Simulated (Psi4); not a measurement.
**BH2SeCl (SMILES ClB[SeH]): a chain of runs**

Wanted: a geometry optimisation (singlet BH2SeCl, CAM-B3LYP/def2-SVP), then the energy (doublet BH2SeCl+, UCAM-B3LYP/def2-SVP), then a geometry optimisation (doublet BH2SeCl+, UCAM-B3LYP/def2-SVP), then the energy (singlet BH2SeCl, CAM-B3LYP/def2-SVP) of BClH2Se. 

The calculation is run with Psi4 1.11.

### 1 The structure to begin with

BH2SeCl has 5 atoms, charge 0, and is taken as a singlet. SMILES: `ClB[SeH]`. The shape is that of a PBE0-D4/def2-TZVP optimisation. This is one conformer, not always the lowest. The run starts from this shape.

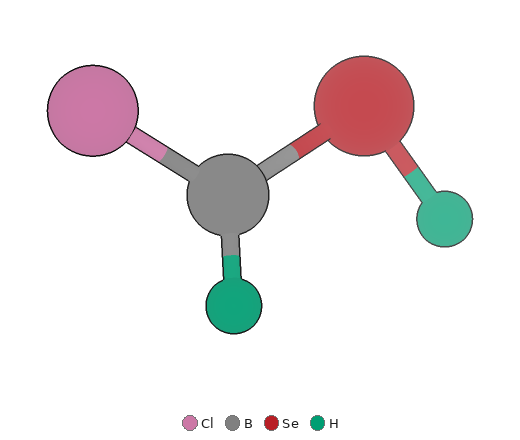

The structure, seen from a chosen angle (chlorine pink, boron grey, selenium red, hydrogen teal).

### 2 A geometry optimisation at CAM-B3LYP/def2-SVP (density fitting) (run 1)

Contents of job.inp:

```
memory 1.6 GB

molecule {
  0 1
  Cl
  B 1 r2
  Se 2 r3 1 a3
  H 2 r4 1 a4 3 d4
  H 3 r5 2 a5 4 d5

  r2 = 1.742691
  r3 = 1.916287
  a3 = 118.92677
  r4 = 1.18778
  a4 = 119.56216
  d4 = 179.99479
  r5 = 1.468616
  a5 = 94.61662
  d5 = 0.00492
}


result, w = optimize("cam-b3lyp/def2-SVP", return_wfn=True)
```

Started as:

```bash
$ psi4 -i job.inp -o job.out -n 1
```

job.out:

```text
[...]
  Running in c1 symmetry.
[...]
  Nuclear repulsion =  197.787950947587547
[...]
  Multiplicity = 1
[...]
  Nalpha       = 29
  Nbeta        = 29
[...]
    Number of basis functions: 74
[...]
   @DF-RKS iter   1: -2886.87619229356278   -2.01718e+00   2.50820e-02 DIIS/ADIIS
[...]
   @DF-RKS iter   8: -2887.51740825532261   -4.54747e-13   4.42178e-09 DIIS
[...]
    Orbital Energies [Eh]
    ---------------------
    Doubly Occupied:
       1A   -453.914193     2A   -101.581125     3A    -58.125226
       4A    -52.194990     5A    -52.193390     6A    -52.192659
       7A     -9.536967     8A     -7.898779     9A     -7.304276
      10A     -7.299248    11A     -7.297230    12A     -6.905997
      13A     -5.848159    14A     -5.842763    15A     -5.839307
      16A     -2.202561    17A     -2.201191    18A     -2.197954
      19A     -2.193764    20A     -2.193754    21A     -0.925065
      22A     -0.806615    23A     -0.570260    24A     -0.499768
      25A     -0.455153    26A     -0.420547    27A     -0.412260
      28A     -0.358016    29A     -0.326772
[...]
  @DF-RKS Final Energy: -2887.51740825532261
   => Energetics <=
    Nuclear Repulsion Energy =            197.2385356610796805
    One-Electron Energy =               -4405.6557606566530012
    Two-Electron Energy =                1414.1850007769253352
    DFT Exchange-Correlation Energy =     -93.2851840366741527
    Empirical Dispersion Energy =           0.0000000000000000
    VV10 Nonlocal Energy =                  0.0000000000000000
    Total Energy =                      -2887.5174082553226071
[...]
 Multipole Moments:
 ------------------------------------------------------------------------------------
     Multipole            Electronic (a.u.)      Nuclear  (a.u.)        Total (a.u.)
 ------------------------------------------------------------------------------------
 L = 1.  Multiply by 2.5417464519 to convert [e a0] to [Debye]
 Dipole X            :          0.0001217           -0.0001240           -0.0000023
 Dipole Y            :         -6.9891762            7.0415007            0.0523245
 Dipole Z            :          5.2857988           -4.8118070            0.4739919
 Magnitude           :                                                    0.4768712
[...]
  -Total Gradient:
     Atom            X                  Y                   Z
    ------   -----------------  -----------------  -----------------
       1       -0.000001397337    -0.000009313672    -0.000005930290
       2        0.000004298289    -0.000000999850     0.000000533508
       3       -0.000000955348    -0.000003095634    -0.000015324966
       4       -0.000001735756    -0.000006710118     0.000022450901
       5       -0.000000229028    -0.000015418385    -0.000000181337
[...]
    Final optimized geometry and variables:
    Molecular point group: c1
    Full point group: C1
    Geometry (in Angstrom), charge = 0, multiplicity = 1:
    CL
    B             1          r2
    SE            2          r3      1          a3
    H             2          r4      1          a4      3          d4
    H             3          r5      2          a5      4          d5
    a3        =  119.3489495137
    a4        =  119.3119921583
    a5        =   95.0950075961
    d4        = -179.9962921398
    d5        =   -0.0017007272
[...]
```

On the terminal:

```text
Optimizer: Optimization complete!
```

Wall time 35 s (1 thread of AMD EPYC 7R43 (Zen 3), shared host); peak memory 0.49 GiB.

Steps, from the record of the run:

```tsv
step	energy from the first frame kept (eV)	largest force (eV/Å)
0	0.0000	0.2574
1	-0.0022	0.0410
2	-0.0022	0.0100
3	-0.0022	0.0330
4	-0.0023	0.0012
```

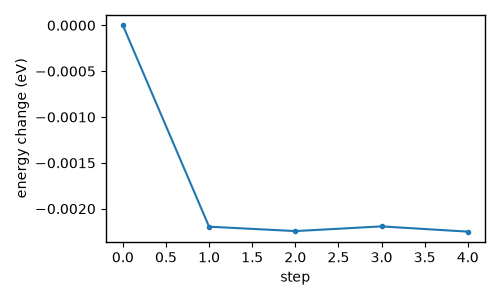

Energy along the run.

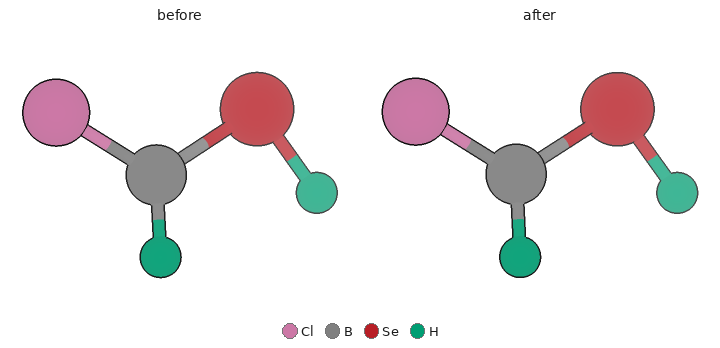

Before and after, at one scale.

After the run. Bond lengths: Cl1–B2 1.749 Å, B2–Se3 1.917 Å, B2–H4 1.198 Å, Se3–H5 1.469 Å. Angles: Cl1–B2–Se3 119.3°, Cl1–B2–H4 119.3°, Se3–B2–H4 121.3°, B2–Se3–H5 95.1°.

### 3 The doublet cation: a single-point energy at UCAM-B3LYP/def2-SVP (density fitting) (run 2)

Contents of bclh2se.xyz:

```xyz
5
BClH2Se
Cl    -2.145493    -0.285519    -0.274164
B     -0.412932    -0.340208    -0.043470
Se     0.583226     1.297254    -0.014942
H      0.127330    -1.400680     0.093490
H      1.886399     0.653479     0.196119
```

Contents of bclh2se.py:

```python
import psi4

psi4.set_memory(1600000000)
psi4.set_num_threads(1)
psi4.set_output_file('psi4.out', False)

with open('bclh2se.xyz') as f:
    atoms = ''.join(f.readlines()[2:])
mol = psi4.geometry('1 2\n' + atoms + '')

psi4.set_options(dict(basis='def2-SVP', reference='uks'))

e = psi4.energy("cam-b3lyp", molecule=mol)
print(f'total energy {e:.8f} hartree = {e * 27.211386:.5f} eV')
```

Started as:

```bash
$ python bclh2se.py
```

psi4.out:

```text
[...]
  Running in c1 symmetry.
[...]
  Nuclear repulsion =  197.238500309313366
[...]
  Multiplicity = 2
[...]
  Nalpha       = 29
  Nbeta        = 28
[...]
    Number of basis functions: 74
[...]
   @DF-UKS iter   1: -2886.45862931613237   -1.60903e+00   2.50326e-02 DIIS/ADIIS
[...]
   @DF-UKS iter  16: -2887.11588699937329   -6.54441e-08   6.51929e-07 DIIS
[...]
   @S^2 Observed:                7.568009223E-01
[...]
    Orbital Energies [Eh]
    ---------------------
    Alpha Occupied:
       1A   -454.168390     2A   -101.882088     3A    -58.378535
       4A    -52.448954     5A    -52.447329     6A    -52.445401
       7A     -9.834621     8A     -8.152386     9A     -7.603991
      10A     -7.599265    11A     -7.593425    12A     -7.165163
      13A     -6.102801    14A     -6.097839    15A     -6.090503
      16A     -2.457820    17A     -2.456185    18A     -2.450291
      19A     -2.446564    20A     -2.445911    21A     -1.206985
      22A     -1.055315    23A     -0.833347    24A     -0.760019
      25A     -0.715309    26A     -0.680519    27A     -0.670158
      28A     -0.630059    29A     -0.559939
    Alpha Virtual:
[...]
  @DF-UKS Final Energy: -2887.11588699937329
   => Energetics <=
    Nuclear Repulsion Energy =            197.2385003093133662
    One-Electron Energy =               -4390.5533371091423760
    Two-Electron Energy =                1399.2598082651763889
    DFT Exchange-Correlation Energy =     -93.0608584647207380
    Empirical Dispersion Energy =           0.0000000000000000
    VV10 Nonlocal Energy =                  0.0000000000000000
    Total Energy =                      -2887.1158869993732878
[...]
 Multipole Moments:
 ------------------------------------------------------------------------------------
     Multipole            Electronic (a.u.)      Nuclear  (a.u.)        Total (a.u.)
 ------------------------------------------------------------------------------------
 L = 1.  Multiply by 2.5417464519 to convert [e a0] to [Debye]
 Dipole X            :          4.9879282           -5.0426359           -0.0547077
 Dipole Y            :          5.8923351           -6.8741442           -0.9818091
 Dipole Z            :          0.2868505           -0.2327996            0.0540509
 Magnitude           :                                                    0.9848165
[...]
```

Standard output:

```text
total energy -2887.11588700 hartree = -78562.42483 eV
```

It took 15 s on 1 thread of AMD EPYC 7R43 (Zen 3), shared host; peak memory 0.44 GiB.

### 4 The doublet cation: a structure relaxation at UCAM-B3LYP/def2-SVP (density fitting) (run 3)

Contents of input.dat:

```
memory 1600 mb

molecule {
  1 2
  Cl    -2.145493    -0.285519    -0.274164
  B     -0.412932    -0.340208    -0.043470
  Se     0.583226     1.297254    -0.014942
  H      0.127330    -1.400680     0.093490
  H      1.886399     0.653479     0.196119
  symmetry c1
}

set {
  basis     def2-SVP
  reference uks
}

optimize('cam-b3lyp')
print_variables()
```

Started as:

```bash
$ psi4 input.dat output.dat -n 1
```

output.dat, cut to the lines that bear on the results:

```text
[...]
  Running in c1 symmetry.
[...]
  Nuclear repulsion =  197.238500309313366
[...]
  Multiplicity = 2
[...]
  Nalpha       = 29
  Nbeta        = 28
[...]
    Number of basis functions: 74
[...]
   @DF-UKS iter   1: -2886.45862931613237   -1.60903e+00   2.50326e-02 ADIIS/DIIS
[...]
   @DF-UKS iter   8: -2887.15666783887536   -5.00222e-12   4.95594e-09 DIIS
[...]
   @S^2 Observed:                7.530991962E-01
[...]
  @DF-UKS Final Energy: -2887.15666783887536
   => Energetics <=
    Nuclear Repulsion Energy =            192.8975371988922518
    One-Electron Energy =               -4381.4813368993527547
    Two-Electron Energy =                1394.5129553883182325
    DFT Exchange-Correlation Energy =     -93.0858235267336909
    Empirical Dispersion Energy =           0.0000000000000000
    VV10 Nonlocal Energy =                  0.0000000000000000
    Total Energy =                      -2887.1566678388758191
[...]
 Multipole Moments:
 ------------------------------------------------------------------------------------
     Multipole            Electronic (a.u.)      Nuclear  (a.u.)        Total (a.u.)
 ------------------------------------------------------------------------------------
 L = 1.  Multiply by 2.5417464519 to convert [e a0] to [Debye]
 Dipole X            :          6.0621883           -5.2911306            0.7710577
 Dipole Y            :          6.1695574           -6.3771429           -0.2075856
 Dipole Z            :          3.3676261           -3.4168369           -0.0492108
 Magnitude           :                                                    0.8000272
[...]
  -Total Gradient:
     Atom            X                  Y                   Z
    ------   -----------------  -----------------  -----------------
       1        0.000012765948    -0.000003234340    -0.000030864075
       2        0.000008271835     0.000001111672    -0.000003502980
       3       -0.000004757289     0.000004284659    -0.000011980124
       4        0.000007222333    -0.000001032306     0.000007615193
       5        0.000011289792    -0.000000848436     0.000005987800
[...]
    Final optimized geometry and variables:
    Molecular point group: c1
    Full point group: C1
    Geometry (in Angstrom), charge = 1, multiplicity = 2:
    CL          -1.823046653161    -0.887418027241    -0.778570492930
    B           -0.332018964134    -1.117582825579    -0.033264368785
[...]
```

The script printed:

```text
Optimizer: Optimization complete!
```

Wall time 4.4 min (1 thread of AMD EPYC 7R43 (Zen 3), shared host); peak memory 0.5 GiB.

Step by step:

```tsv
step	energy from the first frame kept (eV)	largest force (eV/Å)
0	0.0000	2.5547
1	-0.1274	1.6468
2	-0.2304	1.8610
3	-0.2768	0.3924
4	-0.2826	0.7723
5	-0.4622	1.6619
6	-0.7052	1.4264
7	-0.8928	1.1883
8	-0.8522	2.5050
9	-1.0339	0.7384
10	-0.9730	2.7922
11	-1.0967	0.6797
12	-1.1072	0.0434
13	-1.1079	0.0423
14	-1.1083	0.0377
15	-1.1091	0.0523
16	-1.1096	0.0224
17	-1.1097	0.0041
18	-1.1097	0.0017
```

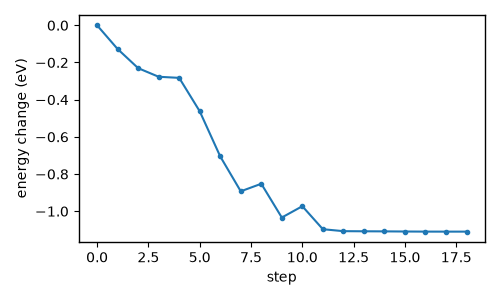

Energy along the run.

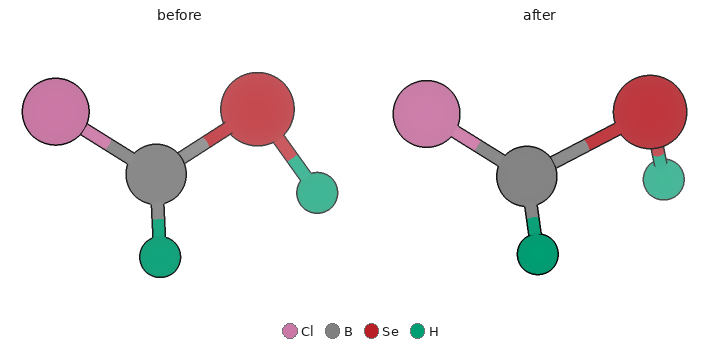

Before and after, at one scale.

After the run. Bond lengths: Cl1–B2 1.683 Å, B2–Se3 2.075 Å, B2–H4 1.195 Å, Se3–H5 1.483 Å. Angles: Cl1–B2–Se3 117.5°, Cl1–B2–H4 128.6°, Se3–B2–H4 113.9°, B2–Se3–H5 93.1°.

### 5 A single-point energy at CAM-B3LYP/def2-SVP (density fitting) (run 4)

Contents of bclh2se.py:

```python
import psi4

psi4.set_memory(1600000000)
psi4.set_num_threads(1)
psi4.core.set_output_file('bclh2se.out', False)

mol = psi4.geometry("""
0 1
Cl    -2.064877    -0.190139    -0.864318
B     -0.573850    -0.420303    -0.119012
Se     0.575677     1.264657     0.262711
H     -0.073998    -1.441627     0.248320
H      1.647016     0.844733    -0.673503
units angstrom
symmetry c1
""")

E = psi4.energy("cam-b3lyp/def2-SVP", molecule=mol)
print(f'cam-b3lyp/def2-SVP energy: {E:.10f} Eh')
```

Started as:

```bash
$ python bclh2se.py
```

bclh2se.out:

```text
[...]
  Running in c1 symmetry.
[...]
  Nuclear repulsion =  192.897555849714621
[...]
  Multiplicity = 1
[...]
  Nalpha       = 29
  Nbeta        = 29
[...]
    Number of basis functions: 74
[...]
   @DF-RKS iter   1: -2886.81352257303797   -2.05184e+00   2.53237e-02 DIIS/ADIIS
[...]
   @DF-RKS iter   9: -2887.49316306566016   -1.02782e-07   7.54025e-07 DIIS
[...]
    Orbital Energies [Eh]
    ---------------------
    Doubly Occupied:
       1A   -453.889906     2A   -101.603177     3A    -58.100678
       4A    -52.170641     5A    -52.169466     6A    -52.167380
       7A     -9.560162     8A     -7.873764     9A     -7.326999
      10A     -7.323080    11A     -7.319894    12A     -6.923204
      13A     -5.823749    14A     -5.819498    15A     -5.811806
      16A     -2.178824    17A     -2.177812    18A     -2.171471
      19A     -2.168145    20A     -2.167085    21A     -0.953617
      22A     -0.775471    23A     -0.581861    24A     -0.497122
      25A     -0.466231    26A     -0.442426    27A     -0.416452
      28A     -0.348257    29A     -0.291748
[...]
  @DF-RKS Final Energy: -2887.49316306566016
   => Energetics <=
    Nuclear Repulsion Energy =            192.8975558497146210
    One-Electron Energy =               -4397.3703643002627359
    Two-Electron Energy =                1410.2511404065721763
    DFT Exchange-Correlation Energy =     -93.2714950216847143
    Empirical Dispersion Energy =           0.0000000000000000
    VV10 Nonlocal Energy =                  0.0000000000000000
    Total Energy =                      -2887.4931630656601556
[...]
 Multipole Moments:
 ------------------------------------------------------------------------------------
     Multipole            Electronic (a.u.)      Nuclear  (a.u.)        Total (a.u.)
 ------------------------------------------------------------------------------------
 L = 1.  Multiply by 2.5417464519 to convert [e a0] to [Debye]
 Dipole X            :          5.2355563           -5.2911291           -0.0555728
 Dipole Y            :          5.9851980           -6.3771431           -0.3919451
 Dipole Z            :          3.1997816           -3.4168362           -0.2170546
 Magnitude           :                                                    0.4514665
[...]
```

The script printed:

```text
cam-b3lyp/def2-SVP energy: -2887.4931630657 Eh
```

Run time: 8.4 s. Hardware: 1 thread of AMD EPYC 7R43 (Zen 3), shared host; peak memory 0.44 GiB.

### 6 Results

| quantity | value |
| --- | --- |
| run 1, CAM-B3LYP/def2-SVP: total energy at the end | -2887.51741 Eh |
| run 1, CAM-B3LYP/def2-SVP: dipole moment | 1.21 D |
| run 1, CAM-B3LYP/def2-SVP: HOMO energy | -8.89 eV |
| run 1, CAM-B3LYP/def2-SVP: LUMO energy | -0.06 eV |
| run 1, CAM-B3LYP/def2-SVP: HOMO–LUMO gap | 8.84 eV |
| doublet cation, run 2: total energy | -2887.11589 Eh |
| doublet cation, run 2: HOMO energy (highest over α and β) | -15.10 eV |
| doublet cation, run 2: LUMO energy (lowest over α and β) | -12.10 eV |
| doublet cation, run 2: ⟨S²⟩ | 0.757 |
| doublet cation, run 3: total energy at the end | -2887.15667 Eh |
| doublet cation, run 3: HOMO energy (highest over α and β) | -15.61 eV |
| doublet cation, run 3: LUMO energy (lowest over α and β) | -10.39 eV |
| doublet cation, run 3: ⟨S²⟩ | 0.753 |
| run 4, CAM-B3LYP/def2-SVP: total energy | -2887.49316 Eh |
| run 4, CAM-B3LYP/def2-SVP: dipole moment | 1.15 D |
| run 4, CAM-B3LYP/def2-SVP: HOMO energy | -7.94 eV |
| run 4, CAM-B3LYP/def2-SVP: LUMO energy | -0.72 eV |
| run 4, CAM-B3LYP/def2-SVP: HOMO–LUMO gap | 7.21 eV |
| adiabatic ionisation energy (to the doublet cation, no zero-point term) | 9.816 eV |

What this shows: The adiabatic ionisation energy (to the doublet cation, no zero-point term) is 9.82 eV (947 kJ/mol). The optimisation (run 1, CAM-B3LYP/def2-SVP) took 5 steps and changed the energy by -0.002 eV. The optimisation (doublet cation, run 3) took 19 steps and changed the energy by -1.110 eV.
